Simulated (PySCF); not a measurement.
Input file:

```
{"job": {"kind": "uv", "xc": "PBE0", "basis": "def2-SVPD", "nstates": 8, "ntriplets": 3}, "charge": 0, "multiplicity": 1}
N      2.497307    -0.860032     0.243828
Si     1.071881    -0.171430    -0.437572
F      1.397649    -0.310997    -2.025848
C     -0.434974    -1.263216    -0.009950
C     -1.681460    -0.382277    -0.095378
N     -1.426919     0.928836     0.486996
Si     0.013791     1.790964     0.095121
H      3.376169    -0.651301    -0.199808
H      2.606362    -0.893210     1.242602
H     -0.554490    -2.124170    -0.664660
H     -0.337090    -1.641531     1.007060
H     -2.513194    -0.844732     0.446939
H     -1.987922    -0.293788    -1.148935
H     -2.277575     1.416055     0.720101
H      0.372700     2.524889     1.315112
H     -0.129832     2.784886    -0.987019
```

Command:

```sh
OMP_NUM_THREADS=1 python probes_run.py task.json out
```

Geometry: GFN2-xTB.

All numbers below come from PySCF, PBE0/def2-SVPD, SCF density, gas phase.

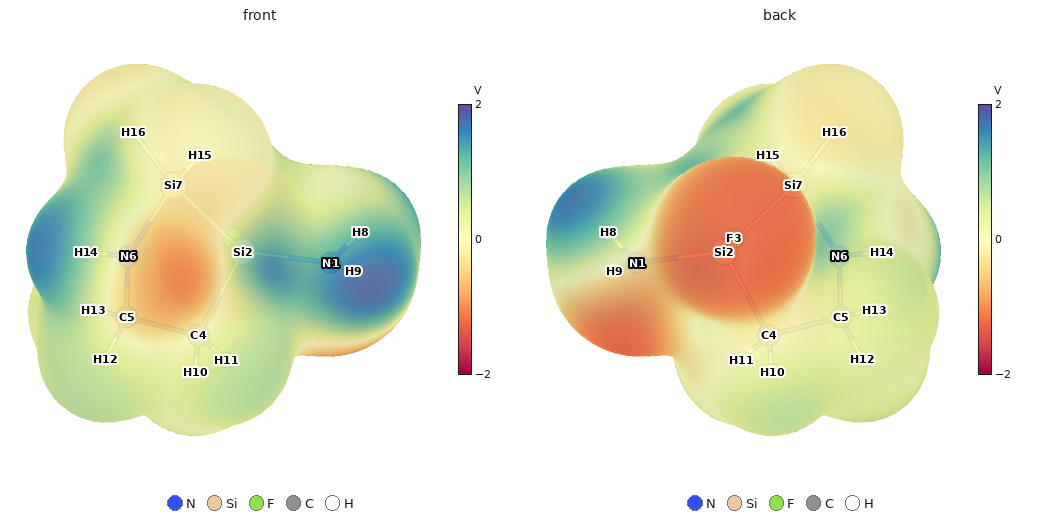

C2H9FN2Si2. The electrostatic potential painted on the density surface at 0.002 e/bohr³, seen from the front and from behind; red is negative and blue positive.

Question: Which sites attract a positive test charge, and which a negative one?

Answer: A positive charge is drawn to the negative regions and a negative charge to the positive ones. The most negative region (about −1.3 V) lies over N1 and F3, the most positive (about +1.8 V) over H9.

Question: How polar is the molecule by this calculation?

Answer: Its dipole moment is 1.95 D.
